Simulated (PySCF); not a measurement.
# SiOCl₂: singlet, from a T-shaped (ligand arrangement 1) start

Where does singlet SiOCl₂ go from a T-shaped (ligand arrangement 1) start, is the end point a minimum, and what are its modes, charges and moments?

The runs use PySCF 2.14.0; PBE0, basis Si def2-TZVP, O def2-TZVP, Cl def2-TZVP, no relativity, density fitting.

## 1. Where the work starts

4 atoms, charge 0, spin multiplicity 1.

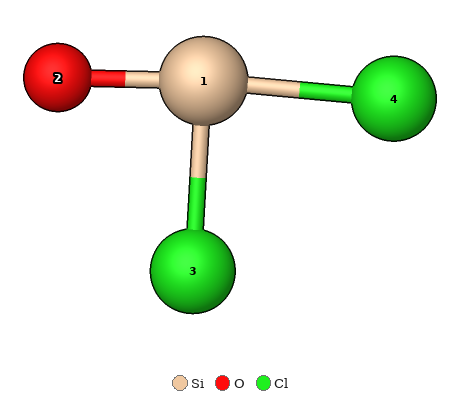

Start geometry, drawn with silicon light orange, oxygen red, chlorine green; atoms are numbered from 1 in the order of the file.

Z-matrix (Å, degrees; charge 0 multiplicity 1):
```
Si
O  1 1.6400
Cl 1 2.1500 2 88.00
Cl 1 2.1500 3 88.00 2 180.00
```

## 2. Finding the electronic state

One driver script runs all steps and calls PySCF; scf.py shows how it sets up the SCF of each step. The optimiser is the driver's own. After this first run the driver tries any further starts and a stability analysis.

File scf.py:

```python
from pyscf import gto, scf, dft
mol = gto.M(atom='''
Si     0.000000     0.000000     0.000000
O     -1.639000     0.000000     0.057200
Cl     0.000000     0.000000     2.150000
Cl     2.148700     0.000000     0.075000''',
    basis={'Si': 'def2-TZVP', 'O': 'def2-TZVP', 'Cl': 'def2-TZVP'},
    charge=0, spin=0)
mf = dft.RKS(mol, xc='PBE0')
mf.grids.atom_grid = (50, 194)
aux = {'Si': 'def2-universal-JKFIT', 'O': 'def2-universal-JKFIT', 'Cl': 'def2-universal-JKFIT'}
mf = mf.density_fit(auxbasis=aux)
mf.conv_tol = 1e-08
mf.diis_space = 10
mf.max_cycle = 60
mf.init_guess = 'minao'
mf.verbose = 4
mf.kernel()
```

Command:

```sh
$ OMP_NUM_THREADS=4 python axn.py task.json out
```

Output:

```text
init E= -1284.88410161217
  HOMO = -0.346402244858802  LUMO = -0.191271924669039  gap/eV = 4.22131
cycle= 1 E= -1284.39403073691  delta_E= 0.49  |g|= 1.08  |ddm|= 2.08
  HOMO = -0.124384089713602  LUMO = -0.0890402315041337  gap/eV = 0.96176
cycle= 2 E= -1280.57641402216  delta_E= 3.82  |g|= 3.46  |ddm|= 3.34
  HOMO = -0.272962326735087  LUMO = -0.192205158569344  gap/eV = 2.19751
cycle= 3 E= -1284.63886821034  delta_E= -4.06  |g|= 0.39  |ddm|= 2.92
  HOMO = -0.270574567622859  LUMO = -0.162668607161784  gap/eV = 2.93627
cycle= 4 E= -1284.64771069962  delta_E= -0.00884  |g|= 0.408  |ddm|= 0.648
  HOMO = -0.295457234728477  LUMO = -0.181850417561762  gap/eV = 3.09140
cycle= 5 E= -1284.68596832993  delta_E= -0.0383  |g|= 0.0981  |ddm|= 0.277
  HOMO = -0.295973974519008  LUMO = -0.176629402975088  gap/eV = 3.24753
cycle= 6 E= -1284.68776702549  delta_E= -0.0018  |g|= 0.0516  |ddm|= 0.0476
  HOMO = -0.298626182951675  LUMO = -0.177696271343891  gap/eV = 3.29067
cycle= 7 E= -1284.68830477907  delta_E= -0.000538  |g|= 0.0163  |ddm|= 0.0238
  HOMO = -0.299210286640627  LUMO = -0.177160676428194  gap/eV = 3.32114
cycle= 8 E= -1284.68836165827  delta_E= -5.69e-05  |g|= 0.00286  |ddm|= 0.01
  HOMO = -0.299113822849879  LUMO = -0.17724344517481  gap/eV = 3.31626
cycle= 9 E= -1284.6883632329  delta_E= -1.57e-06  |g|= 0.000902  |ddm|= 0.00242
  HOMO = -0.299215078989168  LUMO = -0.177231750394895  gap/eV = 3.31934
cycle= 10 E= -1284.68836345534  delta_E= -2.22e-07  |g|= 0.000179  |ddm|= 0.0009
  HOMO = -0.299202461161081  LUMO = -0.177236477939815  gap/eV = 3.31886
cycle= 11 E= -1284.68836346379  delta_E= -8.46e-09  |g|= 2.67e-05  |ddm|= 0.000164
  HOMO = -0.299202922058588  LUMO = -0.177234656572111  gap/eV = 3.31893
Extra cycle  E= -1284.68836346372  delta_E= 7.41e-11  |g|= 3.67e-05  |ddm|= 5.1e-05
converged SCF energy = -1284.68836346372
```

This step, with its further starts and checks, needed 13 s of wall time on 4 threads of Arm Neoverse V1, shared host.

The test of internal stability found no lower closed-shell solution.

## 3. Relaxation: T-shaped (ligand arrangement 1) start, singlet

The program finds Cs symmetry in the start, which this walk keeps. The walk stops when the largest gradient is under 0.0003 Eh/bohr and the energy has settled too.

Changes to scf.py since step 2:

```diff
@@ -3,4 +3,4 @@
-Si     0.000000     0.000000     0.000000
-O     -1.639000     0.000000     0.057200
-Cl     0.000000     0.000000     2.150000
-Cl     2.148700     0.000000     0.075000''',
+Si    -0.429480     0.000000    -0.691080
+O     -2.068480     0.000000    -0.633880
+Cl    -0.429480     0.000000     1.458920
+Cl     1.719220     0.000000    -0.616080''',
@@ -16 +15,0 @@
-mf.init_guess = 'minao'
```

Energy and gradient, step by step:

```tsv
step	energy (Eh)	change (kJ/mol)	largest symmetric gradient (Eh/bohr)
0	-1284.688363	0.00	0.09857
1	-1284.748277	-157.30	0.05725
2	-1284.779042	-238.08	0.05868
3	-1284.789935	-266.68	0.02131
4	-1284.790856	-269.09	0.02467
5	-1284.791855	-271.72	0.00167
6	-1284.791874	-271.77	0.00091
7	-1284.791877	-271.77	0.00019
```

The walk took 23 s.

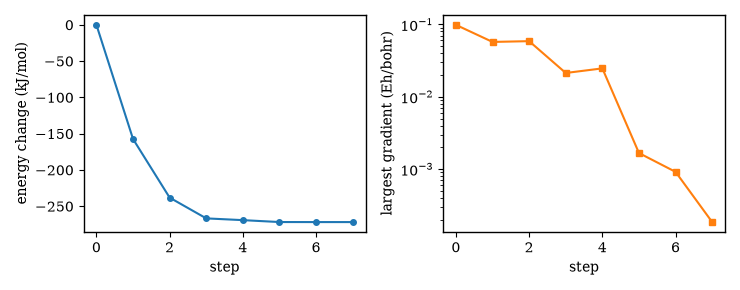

How energy and gradient fall.

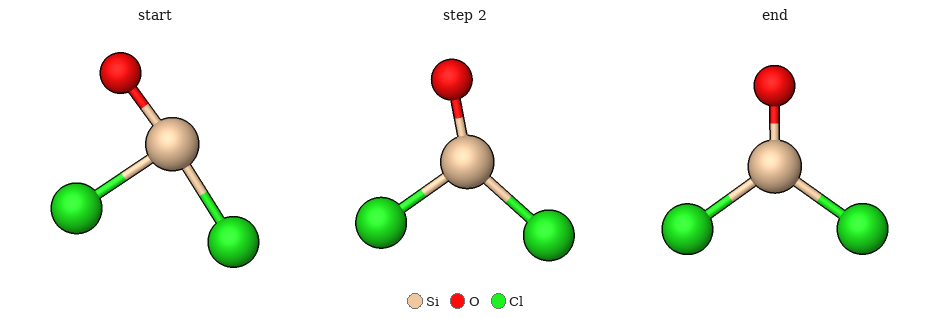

Start and end of the relaxation, with a step between.

It settles in C2v symmetry, 271.8 kJ/mol below the start, after 7 steps: Si–Cl 2.006 Å (×2), Si–O 1.507 Å; Cl–Si–Cl 108.7°, Cl–Si–O 125.6° (×2).

## 4. Vibrations and properties at this point

The point is checked on the finer grid, and tightened if its gradient asks for it. The Hessian and the dipole derivatives come from central differences of analytic gradients, with steps of 0.02 bohr.

Changes to scf.py since step 3:

```diff
@@ -3,4 +3,4 @@
-Si    -0.429480     0.000000    -0.691080
-O     -2.068480     0.000000    -0.633880
-Cl    -0.429480     0.000000     1.458920
-Cl     1.719220     0.000000    -0.616080''',
+Si    -0.421599     0.000000    -0.281903
+O     -1.673929     0.000000    -1.119273
+Cl    -0.353681     0.000000     1.723026
+Cl     1.457163     0.000000    -0.985182''',
@@ -10 +10 @@
-mf.grids.atom_grid = (50, 194)
+mf.grids.atom_grid = (75, 302)
@@ -13 +13 @@
-mf.conv_tol = 1e-08
+mf.conv_tol = 1e-10
```

The driver hands on the density of the step before, so the log starts near convergence.

SCF at the final geometry:

```text
init E= -1284.79186836268
  HOMO = -0.326946421480551  LUMO = -0.068104990954933  gap/eV = 7.04343
cycle= 1 E= -1284.79186836268  delta_E= 2.27e-12  |g|= 5.28e-06  |ddm|= 6.69e-06
  HOMO = -0.326947749063377  LUMO = -0.0681058865607656  gap/eV = 7.04345
Extra cycle  E= -1284.79186836268  delta_E= 4.77e-12  |g|= 7.49e-06  |ddm|= 9.09e-06
converged SCF energy = -1284.79186836268
```

The whole step took 69 s.

Geometry: C2v; Si–Cl 2.006 Å (×2), Si–O 1.506 Å; Cl–Si–Cl 108.6°, Cl–Si–O 125.7° (×2).

Harmonic modes (main isotopes):

| symmetry | ω (cm⁻¹) | IR (km/mol) | type |
| --- | --- | --- | --- |
| a1 | 201 | 1.3 | bend |
| b2 | 273 | 31.5 | bend |
| b1 | 296 | 37.9 | bend |
| a1 | 506 | 19.0 | stretch |
| b2 | 648 | 237 | mixed |
| a1 | 1286 | 119 | stretch |

Every mode is real; the point is a minimum.

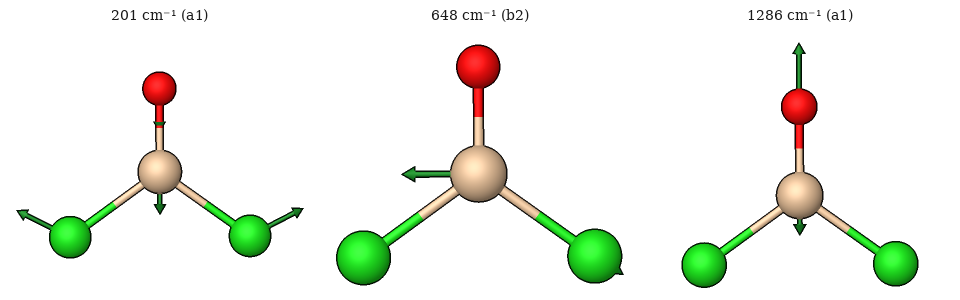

Displacements of 3 of the modes, as arrows (one member where a mode is degenerate).

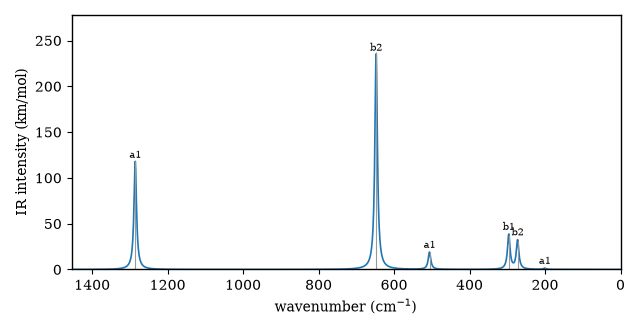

The harmonic infrared spectrum (widths in cm⁻¹). Lines are broadened to a width of 8 cm⁻¹ (Lorentzian).

Constants and moments:

- Dipole moment: 3.16 D
- Highest occupied level: -8.90 eV
- Lowest empty level: -1.85 eV
- Rotational constants: 0.1639, 0.09084, 0.05845 cm⁻¹
- Zero-point energy: 19.2 kJ/mol
- Principal polarisabilities: 33.5, 50.8, 56.7 bohr³
- Atomisation energy without zero-point energy: 1389 kJ/mol
- Principal traceless quadrupole moments about the centre of mass: -10.41, 4.54, 5.88 D Å
- Entropy at 298.15 K and 1 bar: 301.1 J/(mol K)
- Heat capacity Cp at 298.15 K: 64.9 J/(mol K)
- Enthalpy at 298.15 K above 0 K: 14.66 kJ/mol
- Rotational symmetry number: 2

Charges (e) and bond orders:

```tsv
atom	Mulliken	Löwdin	polar tensor	Mayer order to Si1
Si1	0.73	-0.48	1.56	–
O2	-0.48	-0.19	-0.72	2.19
Cl3,4	-0.13	0.33	-0.42	1.25
```

Mulliken populations on Si1: s 4.89, p 7.63, d 0.65, f 0.10.

## 5. Results

| quantity | value |
| --- | --- |
| minimum | singlet, C2v |
| geometry | Si–Cl 2.006 Å (×2), Si–O 1.506 Å; Cl–Si–Cl 108.6°, Cl–Si–O 125.7° (×2) |
| wavenumbers (cm⁻¹) | 201 (a1), 273 (b2), 296 (b1), 506 (a1), 648 (b2), 1286 (a1) |
| dipole moment | 3.16 D |
| highest occupied, lowest empty level | -8.90, -1.85 eV |
| polar-tensor charge of Si1 | +1.56 e |
| zero-point energy | 19.2 kJ/mol |
| entropy at 298.15 K | 301.1 J/(mol K) |
| atomisation energy (no zero-point energy) | 1389 kJ/mol |

The T-shaped (ligand arrangement 1) start (Cs) ends in a minimum of C2v symmetry. In the infrared the band at 648 cm⁻¹ (b2, mixed) leads. Only this shape and spin were tried, so other structures or states may lie lower.

The search up to here took 1.8 min.
